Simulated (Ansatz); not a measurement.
## Electronic structure of F$_{4}$Ga (doublet) in real space

The calculation's input:

```
crystal:
  periodic: [false, false, false]
  atoms:
    - {symbol: Ga, position_ang: [0.126899, -0.218517, -0.184466]}
    - {symbol: F, position_ang: [-0.203581, 0.409385, 1.564895]}
    - {symbol: F, position_ang: [1.768222, -0.001876, -0.700104]}
    - {symbol: F, position_ang: [-0.844582, 1.394254, -0.053395]}
    - {symbol: F, position_ang: [-0.846948, -1.583246, -0.626919]}
basis:
  gaussian: {orbitals: def2-TZVPD, initial_orbitals: start.molden}
magnetization: {spin_polarized: true, initial_magnetization: 1}
hamiltonian: {xc: pbe0, dispersion: d4}
scf: {omitted_lower_state_checks: [starts]}
output: {orbitals: {seedname: orbitals}}
```

Launched as:

```sh
ansatz run in.yaml --threads 4 --pin off --events-out ev --progress --plain --max-ram 3916MiB
```

Geometry: PBE0-D4/def2-SVPD.

All numbers below come from Ansatz 0.2.0, UKS PBE0-D4/def2-TZVPD.

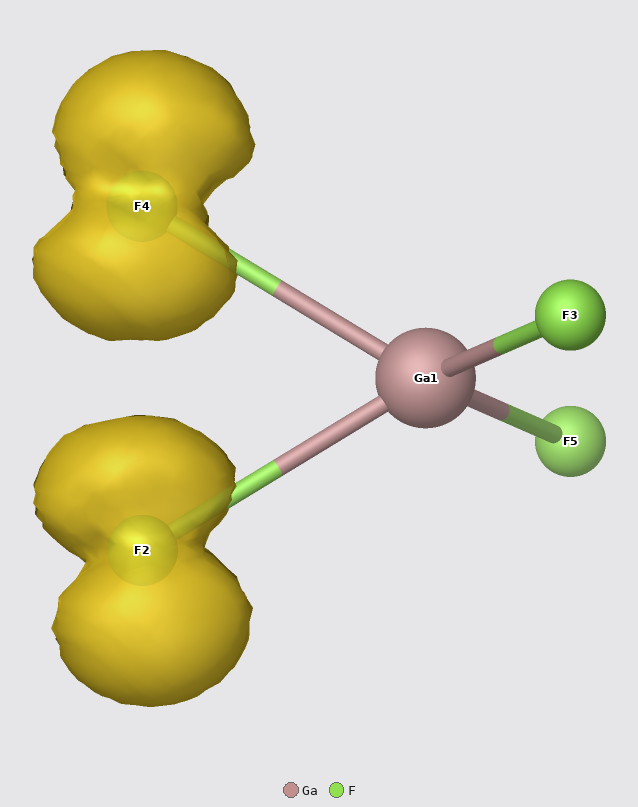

Figure 1. Isosurface of the spin density at +0.08 e/Å³ (yellow), seen from one side.

Q: Where is the unpaired spin?

A: The unpaired spin (1 electron) lies mostly on F2 (about 0.5) and F4 (about 0.5), in electrons by Hirshfeld's partition.

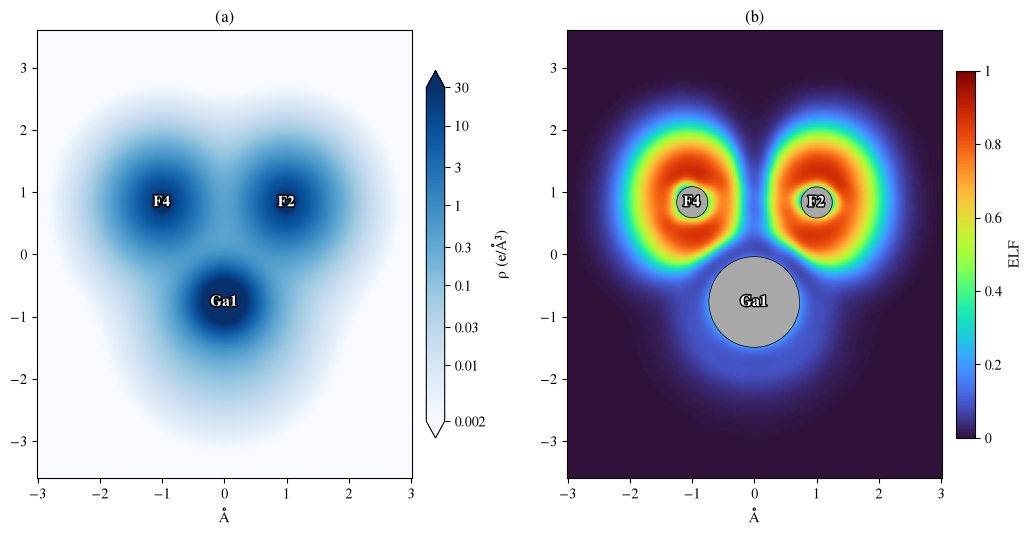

Figure 2. (a) total electron density; (b) electron localisation function on the plane of atoms F2, Ga1 and F4. Grey discs cover the atomic cores in the ELF map.

Q: What do the fields say about this system?

A:
- The plane passes through Ga and F nuclei.
- Ga–F (1.89 Å): ρ at the midpoint is about 0.62 e/Å³; the ELF peaks at about 0.85 in the valence shell of F, 0.5 Å from its nucleus, and is about 0.15 at the midpoint.
- The ELF also peaks beside F2 and F4, away from the bonds: non-bonding electrons, paired or unpaired.

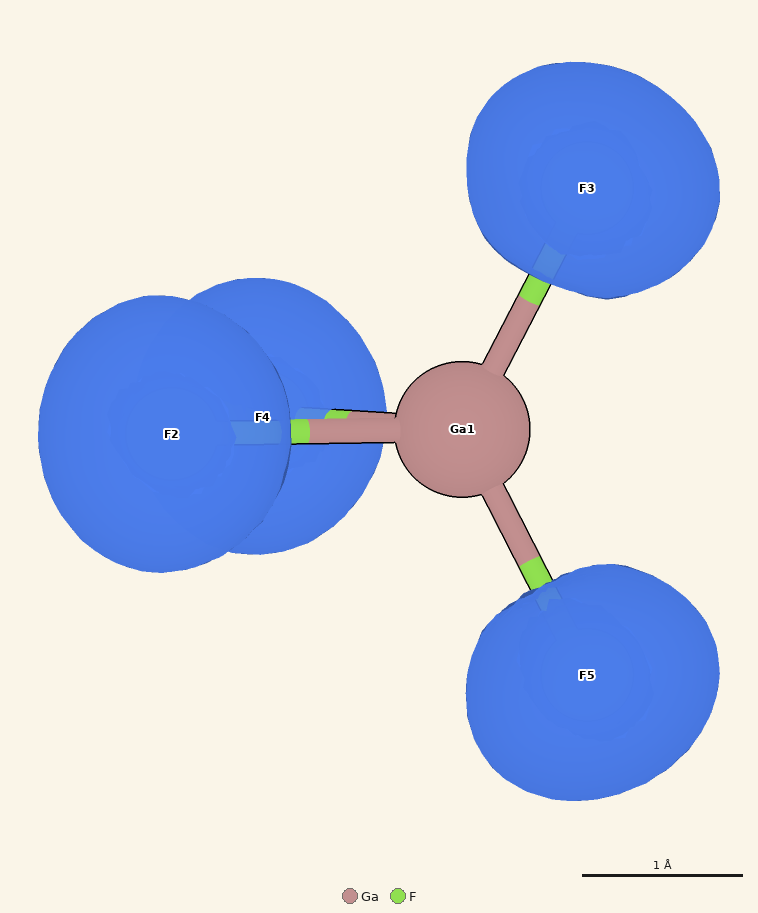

Figure 3. Isosurface of the ELF at 0.75 (blue), seen at a tilt. Core shells and regions of very low density are left out.

Q: Identify the bonds, lone pairs and shells in this picture.

A: The ELF exceeds this value in four regions wrapped around F (the valence shell of each). Profiles from the grid: Ga–F (1.73 Å): the ELF peaks at about 0.80 in the valence shell of F, 0.5 Å from its nucleus, and is about 0.20 at the midpoint.
